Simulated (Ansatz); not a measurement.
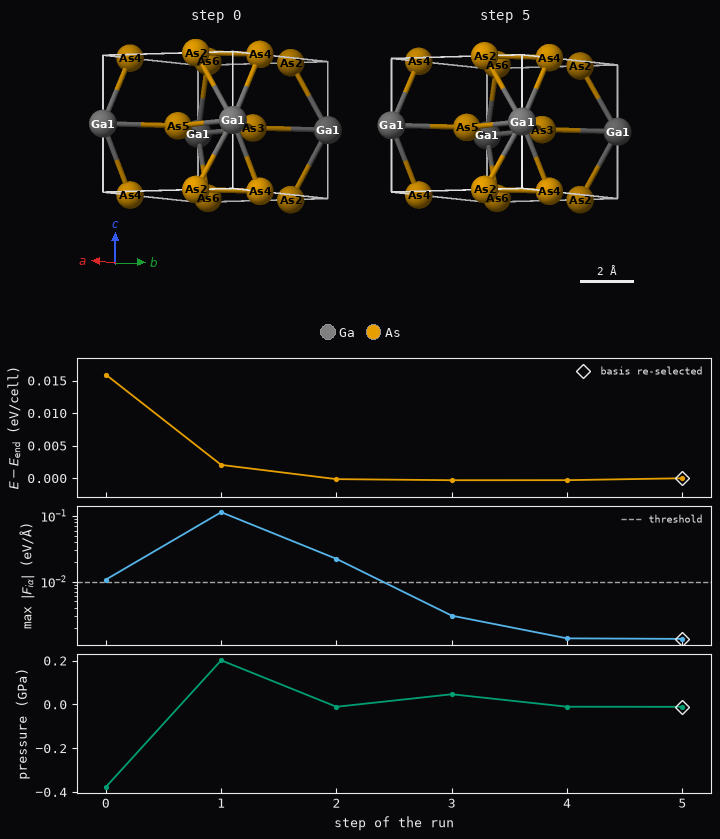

First and last geometry of a relaxation of a crystal of GaAs₅ (a generated structure, set up in P-62m), with the history of the run. A ball-and-stick model of the cell of the calculation, seen from a free direction.

Computed with DFT PBE, scalar-relativistic, plane waves, PAW in Ansatz 0.2.0. Set-up: plane-wave cutoff 420 eV; k-point mesh 12 × 12 × 8; occupations gaussian; smearing width 0.1 eV; no spin polarisation; cell and atoms relaxed; force threshold 0.01 eV/Å; at most 80 steps.

> What do the curves and the structures tell?

It converged. After 4 accepted moves (5 points after the start) the energy has fallen by 15.9 meV per cell of the calculation. The largest force component goes from 0.011 to 0.0013 eV/Å. Pressure: −0.38 GPa at the start and −0.01 GPa at the end. At 1 point the geometry stayed and the basis and grid were re-selected for the new cell (energy shift of 0.3 meV per cell of the calculation at most each time). The largest moves relative to the cell, 0.006 Å, are those of As2, As4 and As6. As4 goes along −a. Ga stays in place. The drawn cell changes as follows: a = b 5.157 → 5.185 Å (+0.5 %), c 5.283 → 5.156 Å (−2.4 %); the volume changes by −1.3 %. Some distances before and after: Ga1–As2 3.023 → 2.974 Å, As2–As4 2.545 → 2.570 Å, Ga1–As3 2.977 → 2.993 Å. The space group stays P-62m (No. 189). The run took 5.4 min on 1 thread of Intel(R) Xeon(R) Platinum 8259CL CPU @ 2.50GHz (Skylake/Cascade Lake), with other jobs on the host, peak memory 0.74 GiB.

```
step  E − E(0), meV/atom  largest force component, eV/Å  pressure, GPa  volume, Å³/atom                      note
   0                0.00                         0.0108          -0.38           20.276                          
   1               -2.31                         0.1143           0.20           20.065                          
   2               -2.68                         0.0223          -0.01           20.033                          
   3               -2.70                         0.0030           0.05           19.987                          
   4               -2.70                         0.0014          -0.01           20.004                          
   5               -2.65                         0.0013          -0.01           20.004  same geometry, new basis
```
